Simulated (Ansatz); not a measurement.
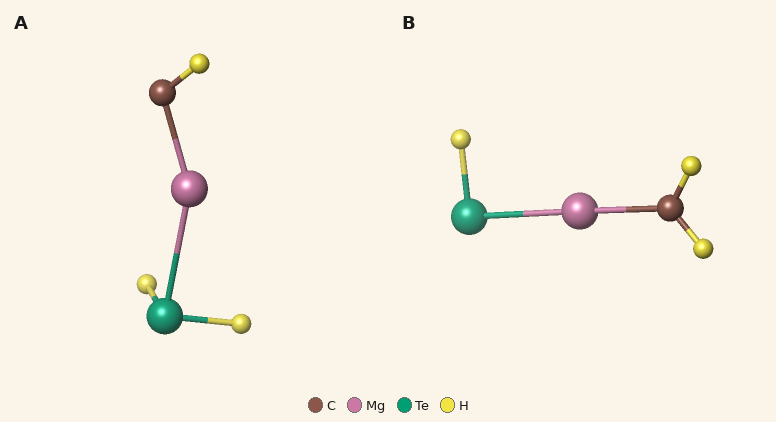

2 stationary structures of one formula. State: charge +1, singlet. Geometries: PBE0-D4/def2-TZVP. Electronic energies: ωB97M-V/def2-TZVPP (Ansatz 0.2.0), without zero-point energy. No frequency run is at hand to confirm each as a minimum.

Rank them by energy, lowest first.

B is lowest; A lies 48.8 kcal/mol above it.
